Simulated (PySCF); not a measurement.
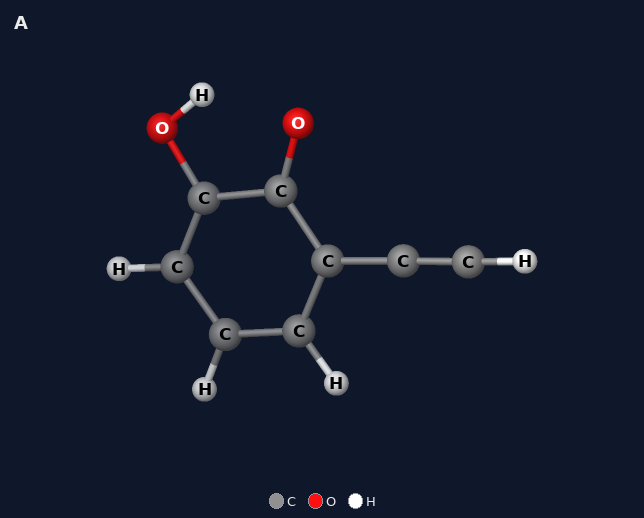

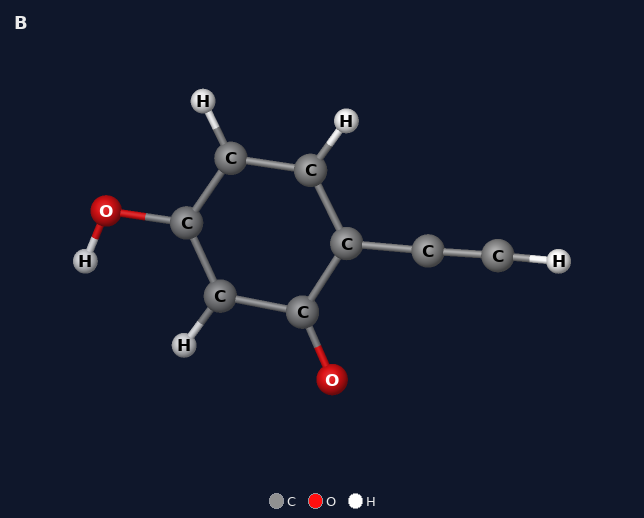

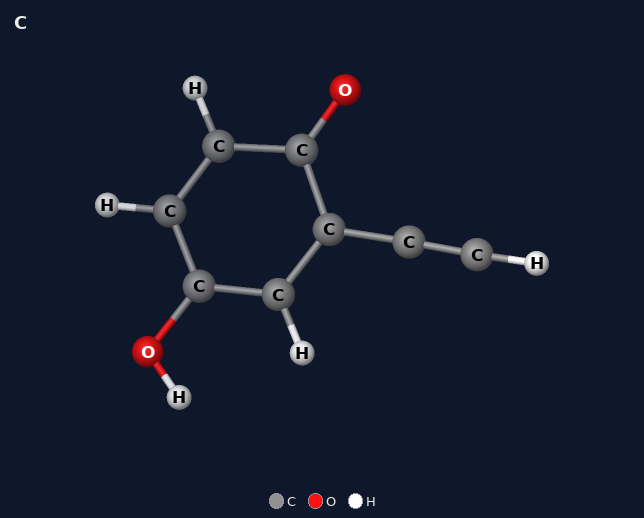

3 stationary structures of one formula. Charge −1, singlet. Geometries: GFN2-xTB. Electronic energies: PBE0/pcSseg-1 (PySCF 2.14.0), without zero-point energy. No frequency run is at hand to confirm each as a minimum.

> Rank them by energy, lowest first.

A is lowest; B lies 34.9 kJ/mol above it, C lies 62.4 kJ/mol above it. A is `C#Cc1cccc(O)c1[O-]`, B is `C#Cc1ccc(O)cc1[O-]`, C is `C#Cc1cc(O)ccc1[O-]`.
